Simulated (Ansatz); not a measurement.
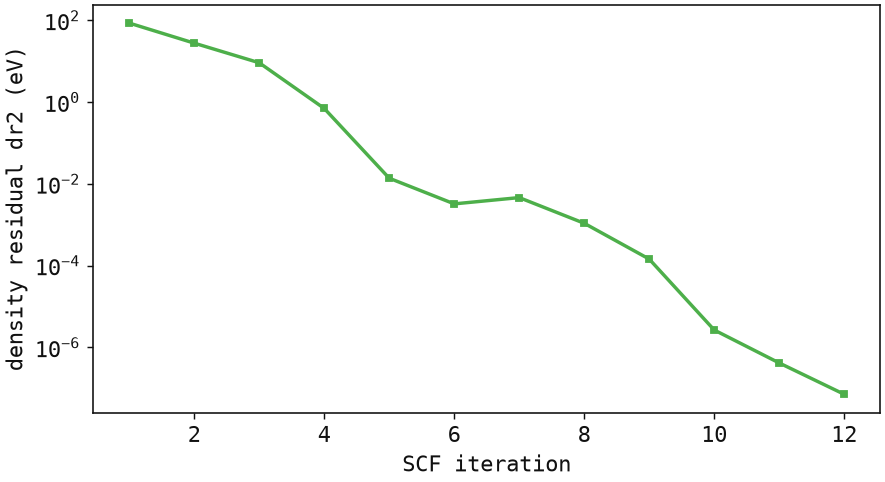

The plot shows the SCF iterations of a calculation: density residual dr2.

ZrSnSe$_{3}$ (5 atoms in the cell), run with Ansatz.

```
crystal:
  lattice:
    - [4.4586521706, 0.0, 0.0]
    - [-2.2293260853, 3.8613060464, 0.0]
    - [0.0, 0.0, 7.4434410279]
  atoms:
    - { symbol: Zr, position: [0.3333333333, 0.6666666667, 0.0] }
    - { symbol: Sn, position: [0.0, 0.0, 0.5] }
    - { symbol: Se, position: [0.6666666667, 0.3333333333, 0.259404288] }
    - { symbol: Se, position: [0.6666666667, 0.3333333333, 0.740595712] }
    - { symbol: Se, position: [0.0, 0.0, 0.0] }
basis:
  ecutwfc: 420
kpoints:
  mp_grid: { grid: [12, 12, 6] }
hamiltonian:
  xc: pbe
  hubbard: { sites: [{ species: Zr, l: d, u_eff: -5.0 }] }
scf:
  occupations: { method: gaussian, width: 0.1 }
  max_iter: 75
output:
  forces: true
  eigenvalues: true
  stress: true
```

Command:
```bash
ansatz run input.yaml --threads 1 --pin off --max-ram 2560MiB --backend cpu --events-out ev --progress --plain --runs-dir out
```

Did the calculation converge?

Answer. The run converged; it took 12 iterations. The residual falls almost steadily, with no more than small rises or pauses.

Is anything amiss with this input?

Answer. The input holds a fault (an enormous or negative U). The SCF closed all the same, which doesn't make the results meaningful for the real system.
